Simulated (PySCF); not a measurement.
# C2H6B2Si (SMILES BBC#C[SiH3]): what the fields show

Input

```
{"job": {"kind": "uv", "xc": "CAM-B3LYP", "basis": "def2-SVPD", "nstates": 8, "ntriplets": 3}, "charge": 0, "multiplicity": 1}
B      2.830350     0.370923    -0.054286
B      1.676862    -0.711160    -0.436920
C      0.223218    -0.431680    -0.189925
C     -0.949711    -0.178629     0.011655
Si    -2.730913     0.207227     0.298470
H      3.379179     0.375049     0.983063
H      3.189290     1.197069    -0.806841
H      1.920786    -1.753177    -0.930017
H     -2.842012     1.064942     1.482530
H     -3.466627    -1.043578     0.508406
H     -3.224998     0.905684    -0.892098
```

Run with:

```sh
OMP_NUM_THREADS=1 python probes_run.py task.json out
```

Geometry: GFN2-xTB.

Method: PySCF 2.14.0, CAM-B3LYP/def2-SVPD, SCF density, gas phase.

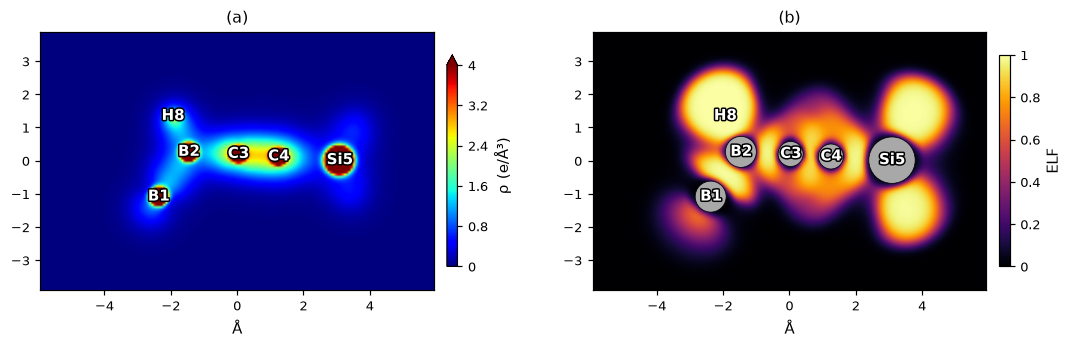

Figure 1. (a) electron density; (b) ELF on the plane of atoms B1, B2 and C3. Grey discs cover the atomic cores in the ELF map.

Q: Read the bonding off the picture.

A:
- The plane passes through B, C, Si and H nuclei.
- C–C (1.22 Å): ρ at the midpoint is about 2.7 e/Å³; the ELF peaks at about 0.90 between the atoms: a multiple bond.
- C–B (1.50 Å): the density is about 1.5 e/Å³ at the midpoint; the ELF peaks at about 0.95 between the atoms (localised, covalent bonding).
- B–B (1.63 Å): ρ at the midpoint is about 1.2 e/Å³; the ELF peaks at about 1 between the atoms, as expected for a shared electron pair.
- C–Si (1.84 Å): ρ is about 0.95 e/Å³ halfway; the ELF peaks at about 0.95 between the atoms, as expected for localised, covalent bonding.
- B–H (1.18 Å): ρ is about 1.2 e/Å³ halfway; the ELF climbs to about 1 towards the hydrogen, as it does in any bond to H: a covalent bond by its length.

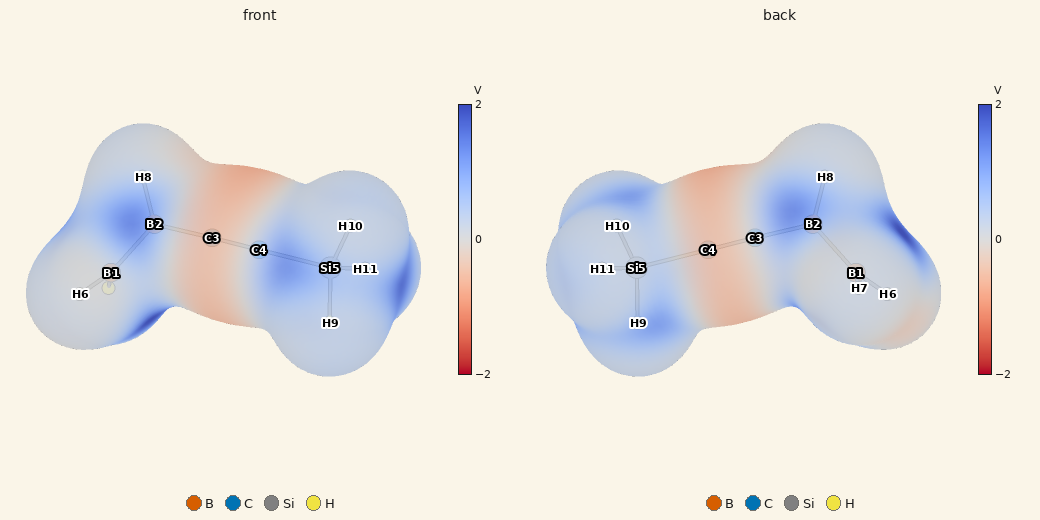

Figure 2. The molecular electrostatic potential painted on the density surface at 0.002 e/bohr³, seen from the front and from behind; red is negative and blue positive.

Q: Which sites attract a positive test charge, and which a negative one?

A: A positive charge is drawn to the negative regions and a negative charge to the positive ones. The most negative region (about −0.7 V) lies over C3 and C4, the most positive (about +1.8 V) over B1.

Q: What dipole moment does the calculation give?

A: Its dipole moment is 0.53 D.
